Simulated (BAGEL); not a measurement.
**CH3AlF2O (SMILES C[O][Al]([F])[F]) at HF/3-21G (density fitting with qzvpp-jkfit)**

What is the vertical singlet–triplet gap of CH3AlF2O at HF/3-21G (density fitting with qzvpp-jkfit)? 

Program for the calculation: BAGEL 1.2.2.

2 further runs of the same task are left out: 2 set aside as unsound or not needed. Runs told in other sessions of the task aren't counted.

## Step 1: The structure to begin with

The species is CH3AlF2O (8 atoms), meant as a singlet with charge 0. SMILES: `C[O][Al]([F])[F]`. The shape is that of a PBE0-D4/def2-TZVP optimisation.

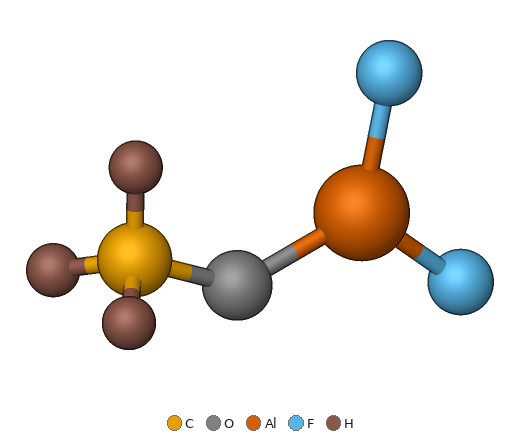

The structure, seen from a chosen angle (carbon amber, oxygen grey, aluminium orange, fluorine blue, hydrogen brown).

## Step 2: The energy at HF/3-21G (density fitting with qzvpp-jkfit)

The input, calc.json:

```json
{ "bagel": [

{
  "title": "molecule",
  "basis": "3-21g",
  "df_basis": "qzvpp-jkfit",
  "angstrom": true,
  "geometry": [
    { "atom": "C", "xyz": [   -0.239000,    0.900700,    0.881500 ] },
    { "atom": "O", "xyz": [   -0.459800,   -0.316300,    0.222600 ] },
    { "atom": "Al", "xyz": [    0.227600,   -1.156300,   -1.035300 ] },
    { "atom": "F", "xyz": [   -0.392600,   -2.602700,   -1.474500 ] },
    { "atom": "F", "xyz": [    1.520300,   -0.581200,   -1.861800 ] },
    { "atom": "H", "xyz": [    0.609600,    1.454200,    0.465200 ] },
    { "atom": "H", "xyz": [   -0.042800,    0.715700,    1.941600 ] },
    { "atom": "H", "xyz": [   -1.131100,    1.528900,    0.804800 ] }
  ]
},
{
  "title": "hf",
  "charge": 0
},
{
  "title": "print",
  "file": "orbitals.molden",
  "orbitals": true
}

]}
```

Run with:

```console
$ BAGEL_NUM_THREADS=1 BAGEL calc.json > calc.out
```

Standard output:

```text
* using 1 threads per process

  ===============================================================
  ===============================================================

  *** Geometry ***

  { "atom" : "C", "xyz" : [     -0.451645,      1.702076,      1.665794 ] },
  { "atom" : "O", "xyz" : [     -0.868896,     -0.597720,      0.420653 ] },
  { "atom" : "Al", "xyz" : [      0.430102,     -2.185090,     -1.956433 ] },
  { "atom" : "F", "xyz" : [     -0.741906,     -4.918390,     -2.786401 ] },
  { "atom" : "F", "xyz" : [      2.872951,     -1.098309,     -3.518292 ] },
  { "atom" : "H", "xyz" : [      1.151977,      2.748040,      0.879101 ] },
  { "atom" : "H", "xyz" : [     -0.080880,      1.352477,      3.669092 ] },
  { "atom" : "H", "xyz" : [     -2.137469,      2.889202,      1.520852 ] },

  Number of auxiliary basis functions:      488

  Since a DF basis is specified, we compute 2- and 3-index integrals:
    o Being stored without compression. Storage requirement is 0.012 GB

  Number of basis functions:       55
  Number of electrons      :       48

    * METHOD: MOLECULE                             0.15

  *** RHF ***

  === Nuclear Repulsion ===
   226.6320566926

      * DIIS with orbital gradients will be used.

  === RHF iteration (3-21g) ===
      0       -552.21441158          0.03218499           0.03
      1       -552.38085243          0.01821065           0.03
      2       -552.44498739          0.00109515           0.03
      3       -552.44539664          0.00041180           0.03
      4       -552.44543616          0.00008026           0.03
      5       -552.44544057          0.00002283           0.03
      6       -552.44544098          0.00000790           0.03
      7       -552.44544102          0.00000192           0.03
      8       -552.44544102          0.00000050           0.03
      9       -552.44544102          0.00000023           0.03
     10       -552.44544102          0.00000007           0.03
     11       -552.44544102          0.00000003           0.03
     12       -552.44544102          0.00000001           0.03
    * SCF iteration converged.

    * Permanent dipole moment:
           (   -0.067749,    -0.837689,    -0.533661) a.u.

    * METHOD: HF                                   0.53

    * METHOD: PRINT                                0.01

  ===============================================================
```

Run time: 0.84 s. Hardware: 1 thread of Arm Neoverse V2, shared host.

## Step 3: The triplet at the same level

The input, job.json:

```json
{ "bagel": [

{
  "title": "molecule",
  "basis": "3-21g",
  "df_basis": "qzvpp-jkfit",
  "angstrom": true,
  "geometry": [
    { "atom": "C", "xyz": [      -0.239000,       0.900700,       0.881500 ] },
    { "atom": "O", "xyz": [      -0.459800,      -0.316300,       0.222600 ] },
    { "atom": "Al", "xyz": [       0.227600,      -1.156300,      -1.035300 ] },
    { "atom": "F", "xyz": [      -0.392600,      -2.602700,      -1.474500 ] },
    { "atom": "F", "xyz": [       1.520300,      -0.581200,      -1.861800 ] },
    { "atom": "H", "xyz": [       0.609600,       1.454200,       0.465200 ] },
    { "atom": "H", "xyz": [      -0.042800,       0.715700,       1.941600 ] },
    { "atom": "H", "xyz": [      -1.131100,       1.528900,       0.804800 ] }
  ]
},

{ "title": "uhf", "nopen": 2 },

{ "title": "print", "file": "orbitals.molden", "orbitals": true }

]}
```

Run with:

```console
$ BAGEL_NUM_THREADS=1 BAGEL job.json > job.out
```

Standard output:

```text
* using 1 threads per process

  ===============================================================
  ===============================================================

  *** Geometry ***

  { "atom" : "C", "xyz" : [     -0.451645,      1.702076,      1.665794 ] },
  { "atom" : "O", "xyz" : [     -0.868896,     -0.597720,      0.420653 ] },
  { "atom" : "Al", "xyz" : [      0.430102,     -2.185090,     -1.956433 ] },
  { "atom" : "F", "xyz" : [     -0.741906,     -4.918390,     -2.786401 ] },
  { "atom" : "F", "xyz" : [      2.872951,     -1.098309,     -3.518292 ] },
  { "atom" : "H", "xyz" : [      1.151977,      2.748040,      0.879101 ] },
  { "atom" : "H", "xyz" : [     -0.080880,      1.352477,      3.669092 ] },
  { "atom" : "H", "xyz" : [     -2.137469,      2.889202,      1.520852 ] },

  Number of auxiliary basis functions:      488

  Since a DF basis is specified, we compute 2- and 3-index integrals:
    o Being stored without compression. Storage requirement is 0.012 GB

  Number of basis functions:       55
  Number of electrons      :       48

    * METHOD: MOLECULE                             0.15

  *** Open-shell HF ***

  === Nuclear Repulsion ===
   226.6320566926

      * DIIS with orbital gradients will be used.

  === UHF iteration (3-21g) ===
      0       -551.86407577          0.06459692           0.07
      1       -552.08925543          0.04297392           0.07
      2       -552.17089094          0.02413122           0.07
      3       -552.20861401          0.00504398           0.07
      4       -552.21872185          0.00201315           0.07
      5       -552.21931871          0.00051695           0.07
      6       -552.21940053          0.00023995           0.07
      7       -552.21942077          0.00004538           0.07
      8       -552.21942387          0.00001822           0.07
      9       -552.21942515          0.00000913           0.07
     10       -552.21942604          0.00000358           0.07
     11       -552.21942617          0.00000182           0.07
     12       -552.21942619          0.00000107           0.07
     13       -552.21942620          0.00000080           0.07
     14       -552.21942620          0.00000068           0.07
     15       -552.21942620          0.00000063           0.07
     16       -552.21942620          0.00000060           0.07
     17       -552.21942620          0.00000053           0.07
     18       -552.21942620          0.00000042           0.07
     19       -552.21942620          0.00000030           0.07
     20       -552.21942621          0.00000026           0.07
     21       -552.21942621          0.00000023           0.07
     22       -552.21942621          0.00000020           0.07
     23       -552.21942621          0.00000016           0.07
     24       -552.21942621          0.00000011           0.07
     25       -552.21942621          0.00000009           0.07
     26       -552.21942621          0.00000008           0.07
     27       -552.21942621          0.00000007           0.07
     28       -552.21942621          0.00000006           0.07
     29       -552.21942621          0.00000005           0.07
     30       -552.21942621          0.00000005           0.07
     31       -552.21942621          0.00000004           0.07
     32       -552.21942621          0.00000003           0.07
     33       -552.21942621          0.00000003           0.07
     34       -552.21942621          0.00000002           0.07
     35       -552.21942621          0.00000002           0.07
     36       -552.21942621          0.00000001           0.07
     37       -552.21942621          0.00000001           0.07
     38       -552.21942621          0.00000001           0.07
    * SCF iteration converged.

    * S^2 (UHF) is 2.0076

    * Permanent dipole moment:
           (    0.661409,    -2.009690,    -2.071877) a.u.

    * METHOD: UHF                                  2.72

    * METHOD: PRINT                                0.01

  ===============================================================
```

Wall time 3.3 s (1 thread of Arm Neoverse V2, shared host).

## Step 4: Outcome

At HF/3-21G (density fitting with qzvpp-jkfit):

| quantity | value |
| --- | --- |
| singlet: total energy | -552.44544 Eh |
| singlet: dipole moment | 2.53 D |
| singlet: HOMO energy | -12.21 eV |
| singlet: LUMO energy | 2.79 eV |
| singlet: HOMO–LUMO gap | 15.00 eV |
| triplet: total energy | -552.21943 Eh |
| triplet: dipole moment | 7.53 D |
| triplet: ⟨S²⟩ | 2.008 |
| vertical energy of the triplet above the singlet | 6.150 eV |

In words: At this shape the triplet lies 6.15 eV (142 kcal/mol) above the singlet.
